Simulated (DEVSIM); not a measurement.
System: abrupt Si n-p junction, at 300 K.

```tsv
layer (left to right)	material	thickness (μm)	Nd (cm⁻³)	Na (cm⁻³)	τn (s)	τp (s)
1	Si	9.00	3.7e18	-	0.00026	0.00026
2	Si	230	-	1.7e14	0.00026	0.00026
```

Left contact: ohmic. Right contact: ohmic. Voltage is applied to the left contact. Recombination: SRH at mid-gap. Gap narrowing is on: ΔEg = 6.92 meV × (l + √(l² + 0.5)), l = ln(N/1.3e17 cm⁻³), shared equally by both band edges. Mobility is μmin + (μ − μmin)/(1 + (N/Nref)^α).

This is a model device: material constants are rounded textbook-type values typed into the input, and sizes, dopings and lifetimes were drawn at random. Values at 300 K.

```csv
parameter,Si
gap (eV),1.124
affinity (eV),4.05
permittivity,11.7
Nc (cm⁻³),2.86e19
Nv (cm⁻³),3.1e19
μn (cm²/Vs),1417
μp (cm²/Vs),470
"μn,min",52
"μp,min",45
"Nref,n",9.7e16
"Nref,p",2.2e17
αn,0.68
αp,0.72
```

Simulated with DEVSIM: 1D drift-diffusion, Boltzmann statistics, complete ionisation; no tunnelling, impact ionisation, image-force lowering or self-heating.

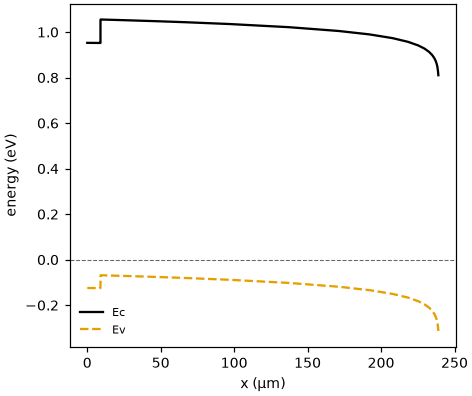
Band edges at -0.9 V on the left contact

Energies count from the Fermi level of the right contact; mesh points crowd at the junctions.

```tsv
x (μm)	Ec (eV)	Ev (eV)	n (cm⁻³)	p (cm⁻³)	field (V/cm)
0.000	0.953	-0.124	3.7e18	190	≈ 0
0.05420	0.953	-0.124	3.7e18	4.7e13	≈ 0
0.2407	0.953	-0.124	3.7e18	2.1e14	≈ 0
0.8354	0.953	-0.124	3.7e18	7.3e14	≈ 0
4.163	0.953	-0.124	3.7e18	3.6e15	≈ 0
7.512	0.952	-0.125	3.7e18	6.5e15	≈ 0
8.577	0.952	-0.125	3.7e18	7.4e15	≈ 0
8.932	0.952	-0.125	3.7e18	7.7e15	≈ 0
8.996	0.956	-0.122	3.3e18	8.8e15	15000
9.043	1.054	-0.069	7.2e16	6.6e16	1000
9.203	1.055	-0.068	6.9e16	6.9e16	≈ 0
10.09	1.055	-0.068	6.9e16	6.9e16	≈ 0
12.61	1.055	-0.069	6.8e16	6.8e16	≈ 0
20.85	1.053	-0.070	6.5e16	6.5e16	≈ 0
67.29	1.043	-0.080	5.1e16	5.2e16	≈ 0
171.4	1.005	-0.119	2.0e16	2.1e16	≈ 0
218.3	0.957	-0.166	6.5e15	6.7e15	-19
232.7	0.913	-0.211	2.2e15	2.3e15	-56
237.7	0.863	-0.261	5.2e14	6.8e14	-210
238.6	0.834	-0.290	1.9e14	3.1e14	-530
238.9	0.817	-0.306	6.3e13	2.0e14	-710
239.0	0.811	-0.313	690000	1.7e14	-740
```
